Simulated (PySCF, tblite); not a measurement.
# C2H13O2PSi3: geometry, infrared bands and NMR shifts

What infrared bands and NMR shifts should C2H13O2PSi3 (`CCO[SiH2]O[Si@@H]([SiH3])P`) show?

Programs: tblite 0.8.0 and PySCF 2.14.0, with density-fitted response routines of our own. Each step states its level of theory. These are calculated values for one molecule in the gas phase, unless marked as measured. Atoms count from 0, in the outputs and in this text.

## Step 1: The starting structure

21 atoms, charge 0, multiplicity 1; geometry from: force field or distance geometry start.

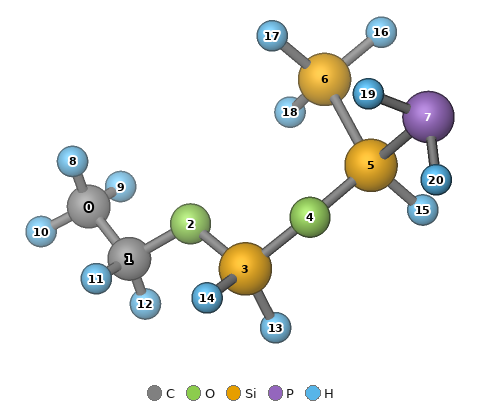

The starting geometry (carbon grey, oxygen green, silicon amber, phosphorus purple, hydrogen blue), atoms numbered.

## Step 2: Geometry optimisation with GFN2-xTB

What the job is given:

```
{"job": {"kind": "relax", "xc": "GFN2-xTB", "basis": "xTB"}, "charge": 0, "multiplicity": 1}
C     -2.803200     0.965800    -1.695000
C     -2.669700     0.214000    -0.397200
O     -1.275100     0.172400    -0.043600
Si    -0.829300    -0.605700     1.332800
O      0.806100    -0.484400     1.547200
Si     2.190500    -0.844300     0.706600
Si     2.264100     0.144300    -1.388900
P      3.887800    -0.142500     1.988200
H     -2.416100     1.983600    -1.593300
H     -2.240600     0.481500    -2.484600
H     -3.863700     1.019300    -2.000400
H     -3.244300     0.716900     0.396300
H     -3.059300    -0.807000    -0.505400
H     -1.201200    -2.041000     1.226500
H     -1.527300     0.002600     2.500200
H      2.313200    -2.319300     0.610300
H      3.561200    -0.149000    -2.052300
H      2.122000     1.614900    -1.283700
H      1.177800    -0.384400    -2.251200
H      3.394400     1.157800     2.232000
H      3.403900    -0.678300     3.206800
```

Launch:

```sh
OMP_NUM_THREADS=1 python probes_run.py task.json out
```

One launch serves the whole session: the jobs run in the order shown.

Output:

```text
step      E/eV     max force
  0    -731.72955    1.081
  1    -731.79732    0.755
  2    -731.85057    0.446
  3    -731.86753    0.330
  4    -731.88742    0.359
  5    -731.89833    0.372
  6    -731.91019    0.251
  7    -731.91617    0.234
  8    -731.92115    0.174
  9    -731.92565    0.205
 10    -731.93135    0.209
 11    -731.93685    0.184
 12    -731.94052    0.113
 13    -731.94257    0.099
 14    -731.94430    0.100
 15    -731.94599    0.109
 16    -731.94734    0.091
 17    -731.94838    0.076
 18    -731.94944    0.094
 19    -731.95085    0.113
 20    -731.95247    0.092
 21    -731.95382    0.068
 22    -731.95486    0.103
 23    -731.95597    0.142
 24    -731.95742    0.153
 25    -731.95938    0.120
 26    -731.96169    0.119
 27    -731.96396    0.102
 28    -731.96569    0.086
 29    -731.96676    0.065
 30    -731.96746    0.063
 31    -731.96803    0.053
 32    -731.96857    0.060
 33    -731.96914    0.059
 34    -731.96971    0.059
 35    -731.97027    0.060
 36    -731.97085    0.054
 37    -731.97148    0.055
 38    -731.97214    0.065
 39    -731.97284    0.064
 40    -731.97358    0.081
 41    -731.97438    0.092
 42    -731.97521    0.068
 43    -731.97598    0.054
 44    -731.97659    0.050
 45    -731.97707    0.059
 46    -731.97753    0.058
 47    -731.97805    0.051
 48    -731.97862    0.052
 49    -731.97918    0.051
 50    -731.97970    0.055
 51    -731.98015    0.051
 52    -731.98054    0.039
 53    -731.98089    0.039
 54    -731.98123    0.053
 55    -731.98162    0.057
 56    -731.98213    0.056
 57    -731.98272    0.063
 58    -731.98326    0.055
 59    -731.98368    0.050
 60    -731.98409    0.053
 61    -731.98468    0.058
 62    -731.98555    0.067
 63    -731.98668    0.070
 64    -731.98793    0.084
 65    -731.98896    0.099
 66    -731.98985    0.113
 67    -731.99106    0.100
 68    -731.99299    0.081
 69    -731.99456    0.084
 70    -731.99631    0.113
 71    -731.99800    0.100
 72    -731.99887    0.101
 73    -732.00053    0.067
 74    -732.00157    0.062
 75    -732.00299    0.064
 76    -732.00393    0.071
 77    -732.00537    0.076
 78    -732.00653    0.066
 79    -732.00745    0.048
 80    -732.00803    0.052
 81    -732.00842    0.046
 82    -732.00890    0.040
 83    -732.00952    0.046
 84    -732.00994    0.040
 85    -732.01030    0.031
 86    -732.01059    0.039
 87    -732.01086    0.039
 88    -732.01119    0.046
 89    -732.01149    0.040
 90    -732.01172    0.039
 91    -732.01193    0.039
 92    -732.01223    0.058
 93    -732.01268    0.067
 94    -732.01317    0.053
 95    -732.01355    0.037
 96    -732.01380    0.032
 97    -732.01404    0.047
 98    -732.01441    0.063
 99    -732.01489    0.060
100    -732.01532    0.045
101    -732.01564    0.047
102    -732.01590    0.039
103    -732.01619    0.047
104    -732.01643    0.035
105    -732.01662    0.033
106    -732.01684    0.036
107    -732.01717    0.050
108    -732.01762    0.055
109    -732.01805    0.041
110    -732.01832    0.035
111    -732.01848    0.029
112    -732.01863    0.037
113    -732.01882    0.039
114    -732.01905    0.043
115    -732.01930    0.037
116    -732.01959    0.042
117    -732.01998    0.063
118    -732.02048    0.065
119    -732.02087    0.058
120    -732.02123    0.051
121    -732.02147    0.046
122    -732.02184    0.034
123    -732.02211    0.038
124    -732.02271    0.049
125    -732.02316    0.043
126    -732.02351    0.028
127    -732.02370    0.025
128    -732.02389    0.029
129    -732.02414    0.040
130    -732.02442    0.041
131    -732.02470    0.048
132    -732.02498    0.048
133    -732.02528    0.044
134    -732.02563    0.058
135    -732.02608    0.056
136    -732.02678    0.054
137    -732.02732    0.060
138    -732.02798    0.066
139    -732.02856    0.052
140    -732.02909    0.061
141    -732.02955    0.066
142    -732.03011    0.065
143    -732.03093    0.067
144    -732.03192    0.078
145    -732.03311    0.089
146    -732.03446    0.076
147    -732.03556    0.061
148    -732.03630    0.051
149    -732.03643    0.112
150    -732.03722    0.079
151    -732.03778    0.076
152    -732.03896    0.046
153    -732.03980    0.070
154    -732.04021    0.062
155    -732.04070    0.037
156    -732.04098    0.040
157    -732.04135    0.038
158    -732.04183    0.044
159    -732.04245    0.044
160    -732.04303    0.061
161    -732.04378    0.061
162    -732.04459    0.089
163    -732.04593    0.093
164    -732.04740    0.167
165    -732.04949    0.122
166    -732.05083    0.221
167    -732.05329    0.098
168    -732.05517    0.128
169    -732.05804    0.138
170    -732.06033    0.147
171    -732.05530    0.478
172    -732.06329    0.111
173    -732.06468    0.081
174    -732.06693    0.075
175    -732.06849    0.105
176    -732.06990    0.071
177    -732.07150    0.081
178    -732.07313    0.098
179    -732.07474    0.079
180    -732.07571    0.117
181    -732.07664    0.066
182    -732.07736    0.062
183    -732.07873    0.068
184    -732.07955    0.063
185    -732.08049    0.073
186    -732.08127    0.076
187    -732.08232    0.075
188    -732.08344    0.064
189    -732.08432    0.052
190    -732.08482    0.049
191    -732.08514    0.052
192    -732.08545    0.039
193    -732.08585    0.041
194    -732.08627    0.040
195    -732.08683    0.054
196    -732.08754    0.062
197    -732.08834    0.059
198    -732.08902    0.043
199    -732.08953    0.042
200    -732.08995    0.040
201    -732.09038    0.051
202    -732.09082    0.039
203    -732.09118    0.053
204    -732.09148    0.036
205    -732.09173    0.036
206    -732.09203    0.044
207    -732.09226    0.049
208    -732.09249    0.042
209    -732.09265    0.027
210    -732.09276    0.024
211    -732.09283    0.021
212    -732.09289    0.024
213    -732.09296    0.021
214    -732.09305    0.020
215    -732.09316    0.023
216    -732.09326    0.025
217    -732.09335    0.028
218    -732.09345    0.029
219    -732.09358    0.026
220    -732.09376    0.024
221    -732.09393    0.033
222    -732.09406    0.029
223    -732.09416    0.027
224    -732.09427    0.026
225    -732.09438    0.032
226    -732.09452    0.028
227    -732.09467    0.026
228    -732.09482    0.030
229    -732.09497    0.026
230    -732.09509    0.023
231    -732.09519    0.023
232    -732.09530    0.020
233    -732.09543    0.019
234    -732.09552    0.017
235    -732.09558    0.016
236    -732.09563    0.014
237    -732.09567    0.010
```

Run time: 2.4 s. Hardware: 1 thread of Arm Neoverse V2, shared host; peak memory 0.18 GiB.

Relaxation path: (not every step is listed)

```
step  energy from step 0 (eV)  largest force (eV/Å)
   0                   0.0000                1.0807
   1                  -0.0678                0.7553
   2                  -0.1210                0.4462
   3                  -0.1380                0.3304
   4                  -0.1579                0.3592
   5                  -0.1688                0.3721
   6                  -0.1806                0.2507
   7                  -0.1866                0.2345
   8                  -0.1916                0.1744
  30                  -0.2379                0.0631
  52                  -0.2510                0.0387
  74                  -0.2720                0.0616
  96                  -0.2842                0.0320
 118                  -0.2909                0.0650
 140                  -0.2995                0.0613
 162                  -0.3150                0.0893
 184                  -0.3500                0.0626
 206                  -0.3625                0.0437
 228                  -0.3653                0.0297
 232                  -0.3657                0.0204
 233                  -0.3659                0.0190
 234                  -0.3660                0.0175
 235                  -0.3660                0.0164
 236                  -0.3661                0.0145
 237                  -0.3661                0.0098
```

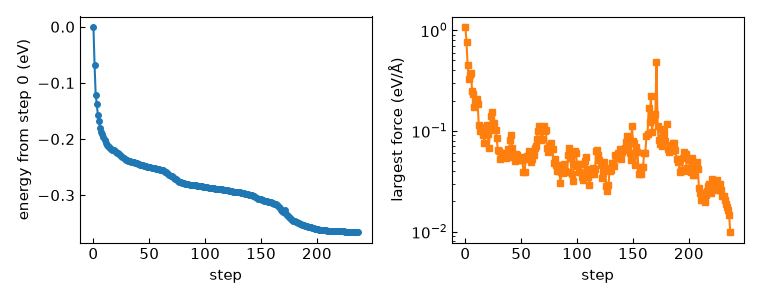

Energy and force, step by step.

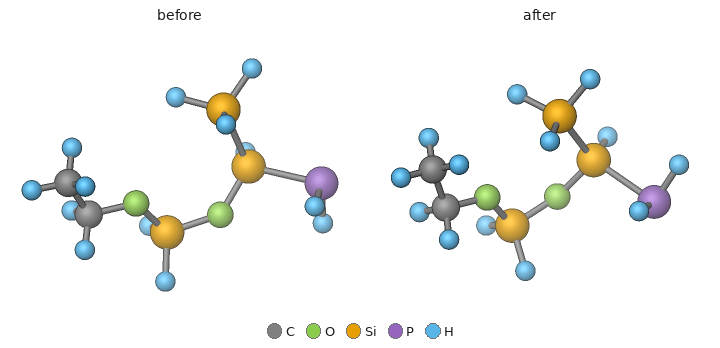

Before and after, at one scale.

Distances of close pairs at the start and the end, largest changes first:

```
   bond  before (Å)  after (Å)  change (Å)
 Si3–O4       1.654      1.608      -0.046
  C1–O2       1.439      1.400      -0.039
 P7–H20       1.416      1.387      -0.030
Si3–H14       1.490      1.461      -0.029
Si3–H13       1.487      1.459      -0.028
 P7–H19       1.412      1.385      -0.027
 O4–Si5       1.659      1.633      -0.026
 O2–Si3       1.643      1.619      -0.024
```

The next job starts from the end point, and lists it.

## Step 3: Infrared spectrum with GFN2-xTB

What the job is given:

```
{"job": {"kind": "ir", "xc": "GFN2-xTB", "basis": "xTB"}, "charge": 0, "multiplicity": 1}
C     -2.299174     0.970944    -1.664385
C     -2.448091     0.300330    -0.307863
O     -1.218064    -0.232423     0.097373
Si    -0.918901    -1.143688     1.402012
O      0.654284    -1.460076     1.295346
Si     2.091544    -0.970965     0.694029
Si     1.756366     0.277037    -1.233753
P      3.129807     0.046279     2.415277
H     -1.550692     1.756643    -1.611088
H     -1.983003     0.243441    -2.406720
H     -3.249626     1.400683    -1.968438
H     -2.791210     1.026180     0.439847
H     -3.194900    -0.501227    -0.361482
H     -1.589926    -2.437370     1.336983
H     -1.173971    -0.404770     2.635896
H      2.776297    -2.266870     0.539567
H      3.047068     0.560471    -1.882610
H      1.159442     1.596631    -0.981009
H      0.930401    -0.383048    -2.248424
H      4.268718     0.335300     1.682838
H      2.594711     1.303443     2.177958
```

Output:

```text
mode    cm-1     km/mol
  1     -14.5      0.16
  2      12.7      0.68
  3      43.2      1.72
  4      57.6      1.01
  5      87.1      2.36
  6      95.0      2.89
  7     101.4      3.13
  8     114.8      2.05
  9     135.5      0.06
 10     159.3      2.42
 11     183.6     19.93
 12     221.3      0.26
 13     315.6     22.06
 14     359.7      1.97
 15     382.6     27.99
 16     440.4     15.88
 17     457.6     22.53
 18     502.3      3.22
 19     564.4    147.81
 20     574.6    223.96
 21     591.6     25.23
 22     602.6      0.56
 23     668.9    163.69
 24     701.3    147.79
 25     726.7    203.66
 26     776.1     87.59
 27     780.9    181.76
 28     799.0    513.66
 29     807.8    153.80
 30     811.3    176.65
 31     815.5     38.91
 32     827.4      5.03
 33    1004.1     61.39
 34    1065.1    731.31
 35    1100.0     49.97
 36    1146.5      8.88
 37    1150.7     11.46
 38    1162.2    183.89
 39    1268.1      1.22
 40    1348.8      9.66
 41    1400.1     12.88
 42    1474.1      5.84
 43    1489.8      8.30
 44    1493.3      0.42
 45    2129.9    179.71
 46    2187.1    392.49
 47    2200.0    196.08
 48    2238.7    213.74
 49    2257.9    398.25
 50    2275.7    166.95
 51    2297.9    168.67
 52    2366.4    187.71
 53    2888.8     49.97
 54    2916.3     68.12
 55    3046.4     27.94
 56    3050.3     24.56
 57    3053.7     25.72
```

Wall time 1.1 s (1 thread of Arm Neoverse V2, shared host); peak memory 0.18 GiB.

Which atoms move in the most intense modes:

```
cm⁻¹  km/mol                                   atoms
 575   224.0  H15 23 %, H13 23 %, H14 18 %, Si3 11 %
 727   203.7            H15 38 %, H20 31 %, H19 13 %
 799   513.7            H14 30 %, H13 27 %, Si3 13 %
1065   731.3                       O4 72 %, Si3 13 %
2187   392.5                                H16 89 %
2200   196.1                                H17 88 %
2239   213.7                                H18 94 %
2258   398.2                      H14 68 %, H13 26 %
```

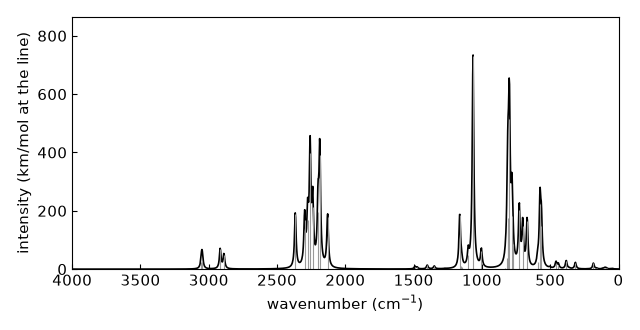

The infrared spectrum from these modes, unscaled. Lines are broadened to a width of 14 cm⁻¹ (Lorentzian).

## Step 4: Nuclear shieldings: PBE0/pcSseg-1

Settings changed since step 3:

```diff
@@ -1,2 +1,2 @@
-{"job": {"kind": "ir", "xc": "GFN2-xTB", "basis": "xTB"}, "charge": 0, "multiplicity": 1}
+{"job": {"kind": "nmr", "xc": "PBE0", "basis": "pcSseg-1"}, "charge": 0, "multiplicity": 1}
 C     -2.299174     0.970944    -1.664385
```

Level: GIAO PBE0/pcSseg-1 NMR shielding, non-relativistic, gas phase.

Output:

```text
coarse grid: 18904 points
cycle   1  E = -1443.3483235891  dE =  7.113e-01  |g| = 9.837e-01  |ddm| = 4.053e+00
cycle   2  E = -1443.0478219014  dE =  3.005e-01  |g| = 1.591e+00  |ddm| = 2.275e+00
cycle   3  E = -1443.5198842065  dE = -4.721e-01  |g| = 1.141e-01  |ddm| = 1.667e+00
cycle   4  E = -1443.5220735277  dE = -2.189e-03  |g| = 5.896e-02  |ddm| = 1.632e-01
cycle   5  E = -1443.5228268372  dE = -7.533e-04  |g| = 1.420e-02  |ddm| = 5.994e-02
cycle   6  E = -1443.5228578735  dE = -3.104e-05  |g| = 5.298e-03  |ddm| = 1.511e-02
cycle   7  E = -1443.5228631537  dE = -5.280e-06  |g| = 5.894e-04  |ddm| = 4.608e-03
final grid: 162376 points
cycle   8  E = -1443.5883511358  dE = -2.773e-05  |g| = 1.137e-02  |ddm| = 2.707e-02
cycle   9  E = -1443.5883268476  dE =  2.429e-05  |g| = 1.633e-02  |ddm| = 1.810e-02
cycle  10  E = -1443.5883742013  dE = -4.735e-05  |g| = 1.275e-03  |ddm| = 1.161e-02
cycle  11  E = -1443.5883745664  dE = -3.651e-07  |g| = 1.763e-04  |ddm| = 1.419e-03
cycle  12  E = -1443.5883745733  dE = -6.925e-09  |g| = 5.111e-05  |ddm| = 1.877e-04
cycle  13  E = -1443.5883745738  dE = -4.547e-10  |g| = 2.201e-05  |ddm| = 6.124e-05
converged SCF energy = -1443.5883745738

GIAO shielding tensors (ppm)
atom      isotropic    diamagn.    paramagn.     s11        s22        s33       span
  0 C      166.304     248.233     -81.928    149.380    166.605    182.928     33.548
  1 C      126.886     239.936    -113.049     99.202    112.504    168.953     69.751
  2 O      282.953     407.866    -124.913    250.306    279.531    319.024     68.718
  3 Si     386.237     883.771    -497.534    367.468    379.947    411.296     43.828
  4 O      289.979     403.921    -113.942    220.340    280.992    368.606    148.266
  5 Si     352.200     880.663    -528.463    286.299    343.982    426.319    140.020
  6 Si     459.185     882.856    -423.671    444.080    457.811    475.666     31.586
  7 P      595.127     967.831    -372.705    531.970    611.000    642.410    110.439
  8 H       30.032      31.888      -1.856     26.163     29.448     34.485      8.322
  9 H       30.090      30.909      -0.818     26.809     28.789     34.673      7.863
 10 H       30.671      27.166       3.505     26.508     27.554     37.951     11.444
 11 H       27.715      29.445      -1.729     22.472     27.459     33.214     10.742
 12 H       27.771      28.444      -0.672     22.308     27.561     33.445     11.138
 13 H       26.821      30.690      -3.869     23.210     24.484     32.769      9.558
 14 H       26.777      31.519      -4.742     23.229     25.133     31.969      8.741
 15 H       25.636      28.881      -3.245     22.441     24.213     30.253      7.812
 16 H       28.453      30.368      -1.916     24.976     26.184     34.197      9.221
 17 H       28.049      32.660      -4.611     25.250     27.291     31.607      6.357
 18 H       27.897      32.148      -4.251     24.313     26.915     32.462      8.148
 19 H       30.897      30.181       0.716     26.094     27.539     39.060     12.966
 20 H       30.340      32.668      -2.328     25.527     28.529     36.964     11.437
```

Wall time 51 s (1 thread of Arm Neoverse V2, shared host); peak memory 1 GiB.

The references, computed at this level on geometries of the same kind, shield at (ppm): ¹H TMS 31.72, ¹³C TMS 186.9, ²⁹Si TMS 349.2, ¹⁷O H2O 336.1, ³¹P H3PO4 318.4. Their shielding less the atom's gives the shift. The references are single molecules in the gas phase, so shifts against H2O, NH3, PH3, H3PO4 or CFCl3 are not on the usual liquid scales and can be off by tens of ppm. Atoms listed in one row are averaged.

```
        atoms                               environment  σ (ppm)  δ (ppm)  δ scaled to CDCl3
           C1                       sp3 CH2 bonded to O    126.9     60.0               56.7
           C0                             methyl carbon    166.3     20.6               18.2
          H15  hydrogen on a silicon bonded to O, P, Si    25.64     6.08                  –
          H14       hydrogen on a silicon bonded to 2 O    26.78     4.94                  –
          H13       hydrogen on a silicon bonded to 2 O    26.82     4.90                  –
          H11        hydrogen on an sp3 CH2 bonded to O    27.72     4.00               3.88
          H12        hydrogen on an sp3 CH2 bonded to O    27.77     3.95               3.83
H16, H17, H18        hydrogen on a silicon bonded to Si    28.13     3.58                  –
  H8, H9, H10               hydrogen on a methyl carbon    30.26     1.45               1.47
     H19, H20     hydrogen on a phosphorus bonded to Si    30.62     1.10                  –
           O2                    oxygen bonded to C, Si    283.0     53.1                  –
           O4                     oxygen bonded to 2 Si    290.0     46.1                  –
          Si5             silicon bonded to O, P, Si, H    352.2     -3.0                  –
          Si3                silicon bonded to 2 O, 2 H    386.2    -37.1                  –
          Si6                 silicon bonded to Si, 3 H    459.2   -110.0                  –
           P7              phosphorus bonded to Si, 2 H    595.1   -276.8                  –
```

The scaled column applies a straight-line fit of computed shieldings to shifts measured in CDCl3 (root-mean-square error 0.16 ppm for H, 1.9 ppm for C).

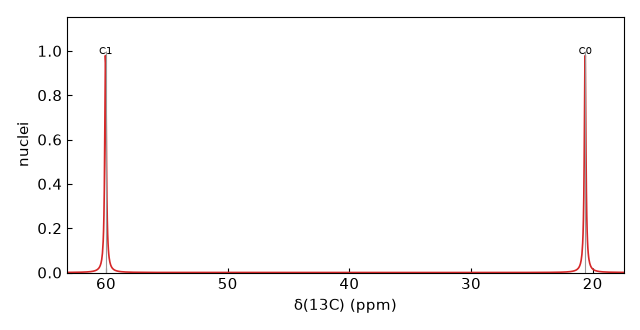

¹³C lines at the computed shifts, without couplings. Lines are broadened to a width of 0.16 ppm (Lorentzian).

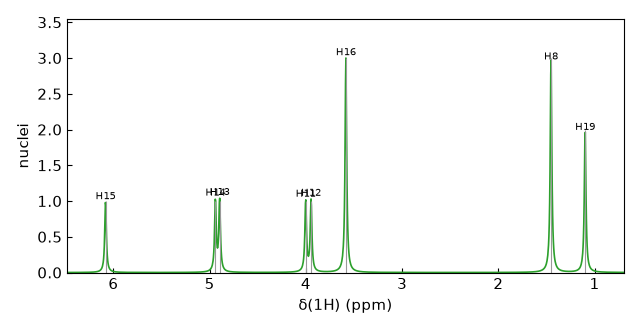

¹H lines at the computed shifts, without couplings. Lines are broadened to a width of 0.02 ppm (Lorentzian).

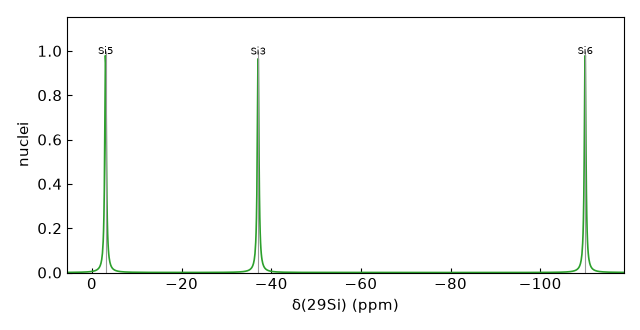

²⁹Si lines at the computed shifts, without couplings. Lines are broadened to a width of 0.43 ppm (Lorentzian).

Charges from the same density, by scheme (e):

```
atoms  Mulliken    IAO  Hirshfeld  ESP fit
   C0     -0.29  -0.42      -0.12    -0.33
   C1      0.03  -0.04       0.02     0.20
   O2     -0.64  -0.66      -0.21    -0.32
  Si3      1.01   1.23       0.45     0.60
   O4     -0.72  -0.88      -0.31    -0.42
  Si5      0.55   0.71       0.29     0.53
  Si6      0.16   0.25       0.20    -0.08
   P7     -0.22  -0.10      -0.02    -0.36
```

Mulliken charges:

C0 -0.29; C1 0.03; O2 -0.64; Si3 1.01; O4 -0.72; Si5 0.55; Si6 0.16; P7 -0.22; H8 0.13; H9 0.13; H10 0.11; H11 0.11; H12 0.10; H13 -0.15; H14 -0.15; H15 -0.07; H16 -0.07; H17 -0.07; H18 -0.06; H19 0.05; H20 0.05

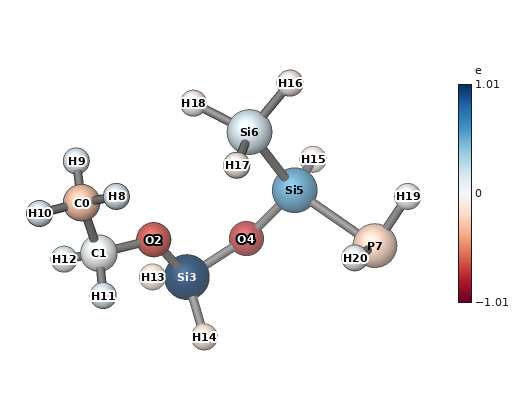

Mulliken charges, as colours on the atoms.

Mayer bond orders: C0–C1 1.07, C1–O2 0.89, O2–Si3 0.96, Si3–O4 0.98, O4–Si5 0.88, Si5–Si6 0.88, Si5–P7 0.97.

## Step 5: Outcome

| quantity | value |
| --- | --- |
| strongest single infrared mode (GFN2-xTB) | 1065 cm⁻¹, 731 km/mol |
| zero-point energy (GFN2-xTB) | 88.2 kcal/mol |
| ¹³C shifts against TMS (PBE0/pcSseg-1) | 60.0, 20.6 ppm |
| ¹H shifts against TMS (PBE0/pcSseg-1, means over atoms taken as alike) | 6.08, 4.94, 4.90, 4.00, 3.95, 3.58, 1.45, 1.10 ppm |
| ¹⁷O shifts against H2O (PBE0/pcSseg-1) | 53.1, 46.1 ppm |
| ²⁹Si shifts against TMS (PBE0/pcSseg-1) | -3.0, -37.1, -110.0 ppm |
| ³¹P shifts against H3PO4 (PBE0/pcSseg-1) | -276.8 ppm |

What this shows: The optimisation took 237 steps and gained 0.366 eV; among the close pairs (by a distance rule), Si3–O4 changed most, from 1.654 to 1.608 Å. The lowest mode is slightly imaginary (14i cm⁻¹), a soft motion within the noise of the Hessian, so the minimum is not strictly shown. The strongest single mode, at 1065 cm⁻¹, moves mainly O4. GFN2-xTB is a fitted tight-binding method: band positions and strengths are rough. Its intensities can rank the bands wrongly. The most deshielded carbon is C1 (sp3 CH2 bonded to O), at 60.0 ppm: pulled downfield by the heteroatom. At PBE0/pcSseg-1: The widest tensor belongs to O4: span 148 ppm, with a paramagnetic part of -114 ppm.
